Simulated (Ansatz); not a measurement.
# AlH3+ (doublet): trial inputs and their diagnosis at distance Al1–H3 = 5.419 Å

4 inputs are run for AlH3+ (doublet) as typed; the log has to tell whether the result can be used and what must change.

Computed with Ansatz 0.2.0, Gaussian basis. Level: the settings change from run to run.

39 further runs of the same task are left out: 20 for a known fault of the program, 14 that didn't finish, 5 set aside as unsound or not needed.

**1. The system**

The geometry derives from a PBE0/def2-TZVP stationary point (not a proven minimum). One bond is set to the value named and the two fragments are kept rigid.

4 atoms, charge 1, spin multiplicity 2.

Atoms are counted from 1 here; the program's logs count them from 0.

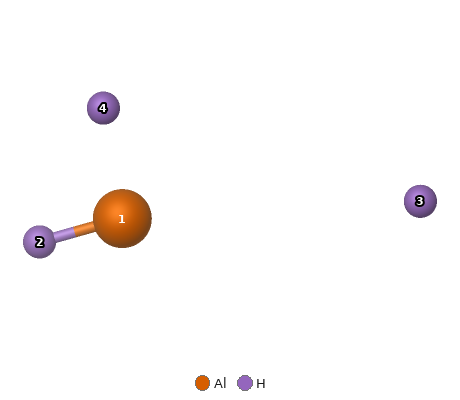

The structure; aluminium orange, hydrogen purple; atoms are numbered from 1 in the order of the file.

**2. Try 1**

in.yaml reads:

```yaml
crystal:
  periodic: [false, false, false]
  atoms:
    - {symbol: Al, position_ang: [0.000000, 0.081448, -0.243499]}
    - {symbol: H, position_ang: [0.000000, 0.400887, -3.174798]}
    - {symbol: H, position_ang: [0.000000, 1.190823, 9.936517]}
    - {symbol: H, position_ang: [0.000000, -3.771975, -0.243499]}
basis:
  gaussian: {orbitals: cc-pVDZ, point_charges: [{charge: -1.00, position_ang: [4.777, -0.550, -0.953]}]}
total_charge: 1
magnetization: {spin_polarized: false, initial_magnetization: 1}
hamiltonian: {pseudopotentials: {relativity: scalar}}
correlation: {active_space: {window: {electrons: 5, orbitals: 7}, fixed_orbitals: true}}
scf: {lower_state_search: full}
output: {forces: true}
```

Started as:

```bash
$ ansatz run in.yaml --threads 1 --pin off --events-out ev --progress --plain --max-ram 2393MiB
```

What it wrote:

```text
Functional definition: HF
  name "HF"
  cite "Fock, Z. Phys. 61, 126 (1930) doi:10.1007/BF01340294"
  parent pbe
  exchange = exact_x
  correlation = 0
308 factors; integrals over basis functions are off by at most 8.5e-4 eV
mean field evaluation 1: about -6618.9997 eV, gradient 1.1e1 eV
mean field evaluation 2: about -6619.0003 eV, gradient 1.1e1 eV
mean field evaluation 4: about -6613.6179 eV, gradient 1.6e1 eV
mean field evaluation 8: about -6623.8123 eV, gradient 2.1e0 eV
mean field evaluation 16: about -6624.6201 eV, gradient 3.6e0 eV
mean field evaluation 32: about -6624.5114 eV, gradient 1.2e0 eV
mean field evaluation 64: about -6624.1949 eV, gradient 9.0e0 eV
mean field -6624.87268393 eV, -243.4595806344 hartree, gradient 1.9e-6 eV, S^2 0.750000; 9 other end points of the search recorded, 0 dependent functions left out
reference -6624.87268393 eV, -243.4595806344 hartree; 8, 7 occupied and 25, 26 virtual orbitals, 308 factors
state -6630.73099709 eV, -243.6748696722 hartree
the calculation of the forces begins
Total energy: -6630.73099709 eV, -243.6748696722 hartree
Relativity: scalar
Atom 0 at     0.000000     0.081448    -0.243499 Å, force     0.614740    -0.104129    -0.026888 eV/Å
Atom 1 at     0.000000     0.400887    -3.174798 Å, force     0.014368     0.007275    -0.059916 eV/Å
Atom 2 at     0.000000     1.190823     9.936517 Å, force    -0.000000    -0.000001    -0.000006 eV/Å
Atom 3 at     0.000000    -3.771975    -0.243499 Å, force    -0.000513     0.012389     0.002265 eV/Å
Dipole moment:     0.158492     0.138574    -0.582607 e Å
```

Wall time 0.45 s (1 thread of Arm Neoverse V1, shared host).

Diagnosis: The run converged, which proves nothing about the input. The coordinates are scaled by the bohr-ångström factor. The shortest distance is 2.95 Å, against 1.56 Å in the geometry of step 1. Its energy belongs to another geometry. Fix: restore the coordinates in ångström.

**3. Try 2**

in.yaml reads:

```yaml
crystal:
  periodic: [false, false, false]
  atoms:
    - {symbol: Al, position_ang: [0.000000, 0.043101, -0.128856]}
    - {symbol: H, position_ang: [0.000000, 0.212143, -1.680054]}
    - {symbol: H, position_ang: [0.000000, 0.630165, 5.258251]}
    - {symbol: H, position_ang: [0.000000, -1.996071, -0.128856]}
basis:
  gaussian: {orbitals: STO-3G}
total_charge: 1
magnetization: {spin_polarized: false, initial_magnetization: 2}
correlation: {method: fci, electrons: all}
output: {forces: true}
```

The command is unchanged.

What it wrote:

```text
Error: a molecule whose nuclei and cores have a total charge of 16 cannot have a net charge of 1 together with 2 unpaired electrons
```

Run time: 0.03 s. Hardware: 1 thread of Arm Neoverse V1, shared host.

Diagnosis: The run was refused. The number of unpaired electrons doesn't fit the electron count. Fix: make charge and initial_magnetization agree.

**4. Try 3**

in.yaml reads:

```yaml
crystal:
  periodic: [false, false, false]
  atoms:
    - {symbol: Al, position_ang: [0.000000, 0.043101, -0.128856]}
    - {symbol: H, position_ang: [0.000000, 0.212143, -1.680054]}
    - {symbol: H, position_ang: [0.000000, 0.630165, 5.258251]}
    - {symbol: H, position_ang: [0.000000, -1.996071, -0.128856]}
basis:
  gaussian: {orbitals: cc-pVDZ}
total_charge: 1
magnetization: {spin_polarized: false, initial_magnetization: 1}
correlation: {method: sc_nevpt2, electrons: outside_noble_gas}
```

Launched as before.

What it wrote:

```text
Error: this correlation method needs an active space: name one as the reference
```

Run time: 0.03 s. Hardware: 1 thread of Arm Neoverse V1, shared host.

Diagnosis: The run was refused. This method needs an active space and has none. Fix: add an active_space block.

**5. Try 4**

in.yaml reads:

```yaml
crystal:
  periodic: [false, false, false]
  atoms:
    - {symbol: Al, position_ang: [0.000000, 0.022809, -0.068191]}
    - {symbol: H, position_ang: [0.000000, 0.112266, -0.889085]}
    - {symbol: H, position_ang: [0.000000, 0.333483, 2.782666]}
    - {symbol: H, position_ang: [0.000000, -1.056321, -0.068191]}
basis:
  gaussian: {orbitals: cc-pVDZ}
total_charge: 1
magnetization: {spin_polarized: false, initial_magnetization: 1}
hamiltonian: {pseudopotentials: {relativity: scalar}}
correlation: {method: mp2, electrons: valence}
output: {forces: true}
```

The command is unchanged.

What it wrote (excerpt; [...] marks lines left out):

```text
Functional definition: HF
  name "HF"
  cite "Fock, Z. Phys. 61, 126 (1930) doi:10.1007/BF01340294"
  parent pbe
[...]
309 factors; integrals over basis functions are off by at most 1.8e-3 eV
[...]
mean field -6611.60128884 eV, -242.9718658607 hartree, gradient 1.4e-6 eV, S^2 0.750000; 1 other end points of the search recorded, 0 dependent functions left out
[...]
5 core orbitals not correlated: weight in the atoms' cores, before any rotation towards them, 0.999 or more for the frozen orbitals, at most 0.000 for the correlated occupied ones
reference -6611.60128884 eV, -242.9718658607 hartree; 3, 2 occupied and 25, 26 virtual orbitals, 309 factors
second order -1.56205016 eV of doubles, -0.00046107 eV of singles
[...]
Total energy: -6613.16380008 eV, -243.0292870895 hartree
Relativity: scalar
Atom 0 at     0.000000     0.022809    -0.068191 Å, force    -0.000000    10.217187    59.502147 eV/Å
Atom 1 at     0.000000     0.112266    -0.889085 Å, force    -0.000000    11.209945   -62.495413 eV/Å
Atom 2 at     0.000000     0.333483     2.782666 Å, force    -0.000000     0.019099    -0.235252 eV/Å
Atom 3 at     0.000000    -1.056321    -0.068191 Å, force     0.000000   -21.446231     3.228518 eV/Å
Dipole moment:    -0.000000     0.479712     0.487873 e Å
```

It took 0.3 s on 1 thread of Arm Neoverse V1, shared host.

Diagnosis: The run converged, which proves nothing about the input. The coordinates are scaled by the bohr-ångström factor. The shortest distance is 0.83 Å, against 1.56 Å in the geometry of step 1. Its energy belongs to another geometry. Fix: restore the coordinates in ångström.

**6. Summary**

```
try                level      ended                                                            cause    time
  1   CASCI(5,7)/cc-pVDZ  converged           the coordinates are scaled by the bohr-ångström factor  0.45 s
  2           FCI/STO-3G    refused  the number of unpaired electrons doesn't fit the electron count  0.03 s
  3  'sc_nevpt2'/cc-pVDZ    refused                   this method needs an active space and has none  0.03 s
  4  MP2 on ROHF/cc-pVDZ  converged           the coordinates are scaled by the bohr-ångström factor   0.3 s
```

2 converged, 2 refused. The input that converges on a wrong geometry or spin is the dangerous one: no error points at it, so geometry and ⟨S²⟩ have to be checked.
